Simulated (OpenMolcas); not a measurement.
```
&GATEWAY
Basis set
Co.ANO-RCC-VTZP.
Co1 0.0 0.0 0.0 Angstrom
End of basis
Basis set
Cl.ANO-RCC-VDZP.
L1 2.370000 0.000000 0.000000 Angstrom
L2 0.000000 2.370000 0.000000 Angstrom
L3 0.000000 0.000000 2.370000 Angstrom
End of basis
Basis set
Na.EMB-AIMP.Al-Abdalla.7s4p.1s1p.ECP.Cs2NaYCl6.
PseudoCharge
* 3 symmetry-unique lattice sites within 7.6 angstrom
End of basis
Basis set
Cs.EMB-AIMP.Al-Abdalla.0s.0s.ECP.Cs2NaYCl6.
PseudoCharge
* 4 symmetry-unique lattice sites within 7.6 angstrom
End of basis
Basis set
Cl.EMB-AIMP.Al-Abdalla.0s.0s.ECP.Cs2NaYCl6.
PseudoCharge
* 12 symmetry-unique lattice sites within 7.6 angstrom
End of basis
Basis set
Y.EMB-AIMP.Al-Abdalla.0s.0s.ECP.Cs2NaYCl6.
PseudoCharge
* 6 symmetry-unique lattice sites within 7.6 angstrom
End of basis
Symmetry
XYZ
AngMom=0.0 0.0 0.0
AMFI
RICD
XField
1564 Angstrom 0
* Evjen-weighted lattice charges
&SEWARD
&RASSCF
FileOrb=start.orb
Symmetry=1
Spin=5
nActEl=6 0 0
Inactive=30 33
Ras2=5 0
CIRoot=5 5 1
SDav=5
CIMx=300
Iter=150 100
PrWF=0.3
OrbListing=Nothing
MaxOrb=0
LevShft=1.0
>>> COPY $Project.JobIph JOB001
&RASSCF
FileOrb=start.orb
Symmetry=1
Spin=3
nActEl=6 0 0
Inactive=30 33
Ras2=5 0
CIRoot=45 45 1
SDav=45
CIMx=300
Iter=150 100
PrWF=0.3
OrbListing=Nothing
MaxOrb=0
LevShft=1.0
>>> COPY $Project.JobIph JOB002
&RASSCF
FileOrb=start.orb
Symmetry=1
Spin=1
nActEl=6 0 0
Inactive=30 33
Ras2=5 0
CIRoot=50 50 1
SDav=50
CIMx=300
Iter=150 100
PrWF=0.3
OrbListing=Nothing
MaxOrb=0
LevShft=1.0
>>> COPY $Project.JobIph JOB003
&RASSI
NrOfJobIphs=3 5 45 50
1 2 3 4 5
1 2 3 4 5 6 7 8 9 10 11 12 13 14 15 16 17 18 19 20 21 22 23 24 25 26 27
28 29 30 31 32 33 34 35 36 37 38 39 40 41 42 43 44 45
1 2 3 4 5 6 7 8 9 10 11 12 13 14 15 16 17 18 19 20 21 22 23 24 25 26 27
28 29 30 31 32 33 34 35 36 37 38 39 40 41 42 43 44 45 46 47 48 49 50
IphNames
JOB001
JOB002
JOB003
EJob
SpinOrbit
DIPRint=1.0
SOCoupling=1000.0
Subsets=2
Property=9
'ANGMOM' 1 'ANGMOM' 2 'ANGMOM' 3 'MLTPL  1' 1 'MLTPL  1' 2 'MLTPL  1' 3
'AMFI' 1 'AMFI' 2 'AMFI' 3
SOProperty=3
'ANGMOM' 1 'ANGMOM' 2 'ANGMOM' 3
```

Run as:
```bash
OMP_NUM_THREADS=1 MOLCAS_MEM=2457 MOLCAS_PROJECT=a pymolcas a.inp > a.log  # once for each step of the input, in one work folder
```

Computed with OpenMolcas: state-averaged CASSCF, active space 6 electrons in the shell 3d, basis ANO-RCC-VTZP on the metal and ANO-RCC-VDZP on the ligands, DKH2 scalar Hamiltonian, spin-orbit coupling by RASSI with atomic mean-field integrals. Powder susceptibility by Van Vleck's formula.

Co³⁺ (3d⁶) as a dopant in Cs₂NaYCl₆, a cluster with its 6 nearest Cl⁻ at 2.370 Å (octahedron) embedded in model potentials and point charges; the geometry was set, not optimised. The cluster and the levels that result:

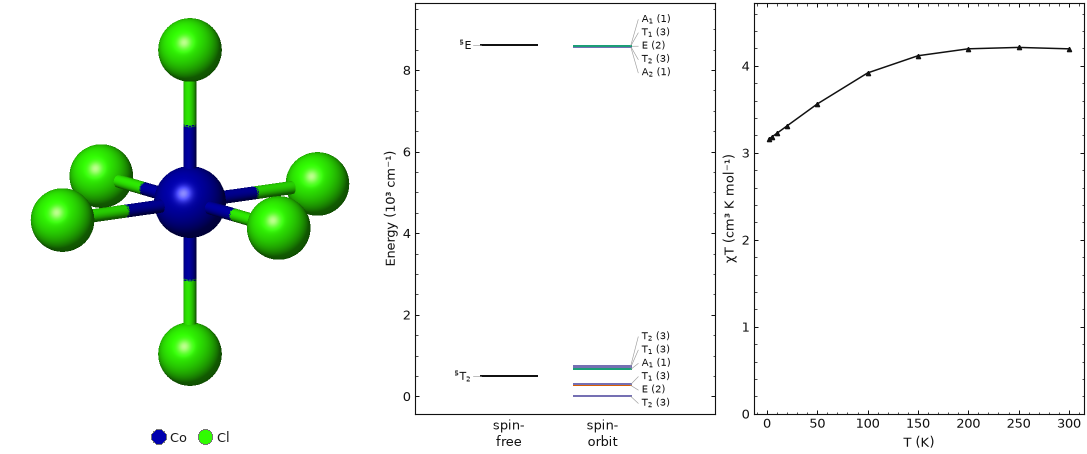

Labels give the representation in O, Td, D4 or D3 as the site allows (double group for half-integer spin) where it could be assigned and, in brackets, the degeneracy; spin-free states, where drawn, share the zero of the spin-orbit levels.

The ground level is T₂, 3-fold degenerate, 100 % from states of spin multiplicity 5. The next level lies at 269 cm⁻¹ (E). The lowest spin-free state is ⁵T₂; of the same spin there follows at 8,110 cm⁻¹ (⁵E) above it. χT is 3.16 cm³ K mol⁻¹ at 2 K and 4.20 at 300 K, an effective moment of 5.79 μB. The active orbitals hold 86 to 98 % metal character (Löwdin), and the Mulliken charge of the metal is +1.77.

Known limits: small active space favours high spin, ground spin may be wrong; the geometry is set by hand, with no relaxation and no charge compensation.
